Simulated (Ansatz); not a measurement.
```xyz
6

Al    0.8363    1.8013   -0.7439
Al   -0.6426   -0.0271   -1.9220
Al    1.2901   -0.8743   -0.5433
Al   -2.2255   -0.3070    0.1424
Al    0.9865    0.8257    1.7136
Ga   -0.2448   -1.4186    1.3531
```

Geometry: PBE-D4/def2-SVP.

Level of theory: Ansatz 0.2.0, RKS PBE0-D4/def2-TZVP.

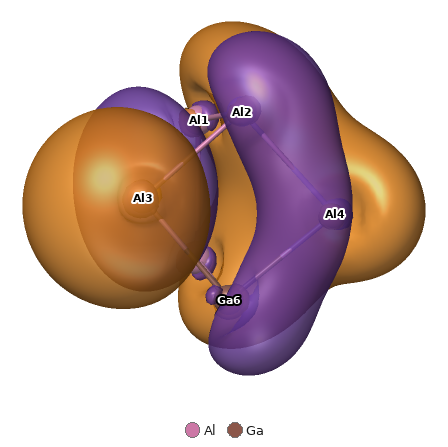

Al5Ga. The LUMO at ±0.05 Å⁻³ᐟ² (orange and purple are the two phases), seen at an oblique angle.

Describe this orbital and give its energy.

Its weight (Hirshfeld) is mainly on Al3 (about 30 %), Al1 (about 20 %), Al5 (about 20 %), Al4 (about 15 %), Al2 (about 10 %) and Ga6 (about 5 %). Its energy is −3.35 eV.
